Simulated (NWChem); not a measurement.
# [CH3]− (SMILES [CH3-]): HF/3-21G

What is the energy change on altering one bond length of [CH3]− at HF/3-21G? 

Program for the calculation: NWChem 7.3.0.

2 further runs of the same task are left out: 2 set aside as unsound or not needed. Runs told in other sessions of the task aren't counted.

### 1 The system as given

[CH3]− has 4 atoms, charge -1, and is taken as a singlet. SMILES: `[CH3-]`. Geometry: relaxed at PBE0-D4/def2-TZVPD.

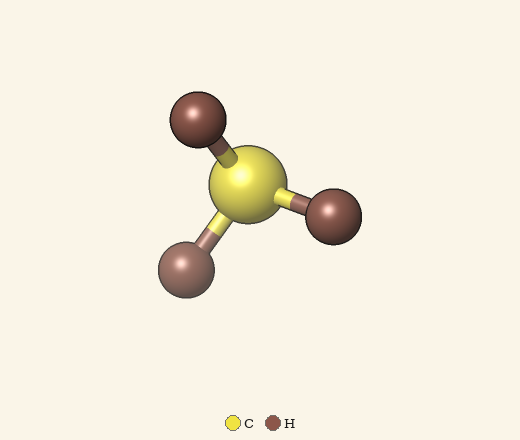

Viewed from a chosen angle; carbon yellow, hydrogen brown.

### 2 Energy and forces at HF/3-21G

The input, run.py:

```python
from ase import Atoms
from ase.calculators.nwchem import NWChem

system = Atoms(['C', 'H', 'H', 'H'], positions=[
    [-0.146350, -0.155270, 0.261210],
    [0.134550, 0.900100, 0.465250],
    [-0.783290, -0.107350, -0.647820],
    [0.795090, -0.637480, -0.078660],
])

calc = NWChem(
    label='geom',
    theory='scf',
    memory='2200 mb',
    basis='3-21G',
    basispar='spherical bse',
    charge=-1,
    scf={'nopen': '0', 'rhf': None, 'thresh': '1e-08', 'maxiter': '80'},
)
system.calc = calc

forces = system.get_forces()
print(f"energy = {system.get_potential_energy():.6f} eV")
print("forces (eV/A):")
for s, f in zip(system.symbols, forces):
    print(f"{s:2s} {f[0]:10.5f} {f[1]:10.5f} {f[2]:10.5f}")
print("dipole (e A):", system.get_dipole_moment().round(4))
```

On the command line:

```
export ASE_NWCHEM_COMMAND="nwchem PREFIX.nwi > PREFIX.nwo"
python run.py
```

The program printed:

```text
energy = -1067.752960 eV
forces (eV/A):
C    -0.18419   -0.19576    0.32931
H     0.07430    0.19232   -0.02700
H    -0.06335    0.04145   -0.19391
H     0.17324   -0.03800   -0.10840
dipole (e A): [ 0.2609  0.2768 -0.4657]
```

The calculator wrote geom.nwi:

```
title "geom"

permanent_dir geom

scratch_dir geom

start geom

geometry units angstrom nocenter noautosym noautoz
  C  -1.4635000000000001e-01 -1.5526999999999999e-01 2.6121000000000000e-01
  H  1.3455000000000000e-01 9.0010000000000001e-01 4.6525000000000000e-01
  H  -7.8329000000000004e-01 -1.0735000000000000e-01 -6.4781999999999995e-01
  H  7.9508999999999996e-01 -6.3748000000000005e-01 -7.8659999999999994e-02
end

charge -1

memory 2200 mb

basis spherical bse noprint
   * library 3-21G
end

scf
  nopen 0
  rhf
  thresh 1e-08
  maxiter 80
end

task scf gradient
```

geom.nwo (excerpt; [...] marks lines left out):

```text
[...]
  functions       =    15
[...]
  wavefunction    = RHF
[...]
         Total SCF energy =    -39.239197861485
      One-electron energy =    -73.999621646715
      Two-electron energy =     25.284757873156
 Nuclear repulsion energy =      9.475665912073
        Time for solution =      0.1s
[...]
                         RHF ENERGY GRADIENTS
    atom               coordinates                        gradient
                 x          y          z           x          y          z
   1 C      -0.276561  -0.293418   0.493615    0.003582   0.003807  -0.006404
   2 H       0.254263   1.700942   0.879195   -0.001445  -0.003740   0.000525
   3 H      -1.480203  -0.202862  -1.224202    0.001232  -0.000806   0.003771
   4 H       1.502502  -1.204663  -0.148646   -0.003369   0.000739   0.002108
[...]
```

Run time: 1.9 s. Hardware: 1 thread of Intel Xeon Platinum 8259CL at 2.50GHz (Skylake/Cascade Lake), shared host; peak memory 0.099 GiB.

### 3 The distorted shape: a single-point energy at HF/3-21G

The input, ch3.nw:

```
start ch3
title "methane, ion(1-)"
memory stack 880 mb heap 220 mb global 1100 mb
charge -1

geometry noautosym nocenter noautoz
  C        0.617976      -0.212774       1.352043
  H        0.898876       0.842596       1.556083
  H       -0.783290      -0.107350      -0.647820
  H        1.559416      -0.694984       1.012173
end

basis spherical bse
  * library 3-21G
end

scf
  singlet
  rhf
  thresh 1e-08
  maxiter 80
  noprint "final vectors analysis"
end

task scf energy
```

On the command line:

```
nwchem ch3.nw > ch3.out
```

The program printed (excerpt; [...] marks lines left out):

```text
[...]
  functions       =    15
[...]
  wavefunction    = RHF
[...]
         Total SCF energy =    -39.105546471180
      One-electron energy =    -69.525181719410
      Two-electron energy =     22.743131501874
 Nuclear repulsion energy =      7.676503746355
        Time for solution =      0.2s
[...]
```

Run time: 0.87 s. Hardware: 1 thread of Intel Xeon Platinum 8259CL at 2.50GHz (Skylake/Cascade Lake), shared host; peak memory 0.099 GiB.

### 4 Summary of results

At HF/3-21G:

```
                                                          quantity         value
                                         first shape: total energy  -39.23920 Eh
                                          first shape: HOMO energy       0.70 eV
                                          first shape: LUMO energy      15.40 eV
first shape: HOMO–LUMO gap (to an unbound level, set by the basis)      14.70 eV
                             first shape: largest force on an atom    0.425 eV/Å
                                     distorted shape: total energy  -39.10555 Eh
 energy change with the C1–H3 bond stretched from 1.111 to 2.444 Å      3.637 eV
```

**Reading.** With the C1–H3 bond stretched from 1.111 to 2.444 Å the energy rises by 3.64 eV (351 kJ/mol). The first shape isn't relaxed at this level, so the change isn't measured from a minimum. The largest force (first shape) is 0.43 eV/Å: the shape isn't a stationary point for this species at this level. Mulliken charges (first shape) run from -0.86 on C1 to -0.05 on H2; they depend strongly on the basis. The HOMO (first shape) lies at positive energy, 0.70 eV: the electron is unbound at this level or held by a compact basis; values depend on the basis.
